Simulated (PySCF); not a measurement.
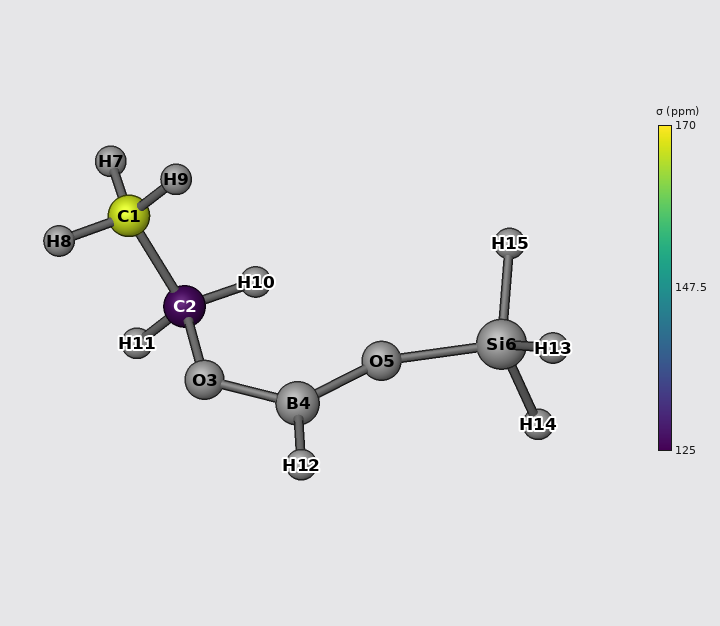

Atoms are coloured by their isotropic NMR shieldings (C only, the others grey). The geometry was computed by an optimisation with GFN2-xTB. No frequency run is at hand to confirm it as a minimum. Properties computed with GIAO PBE0/pcSseg-1 NMR shielding, non-relativistic, gas phase (PySCF 2.14.0).

Give the isotropic NMR shieldings of the C atoms atom by atom.

```
atom  σ (ppm)
  C1    166.4
  C2    126.1
```

The geometry is semi-empirical. Around B, Si such bond lengths and angles can be off by a tenth of an ångström or more and by several degrees, and values that hang on the shape move with them.
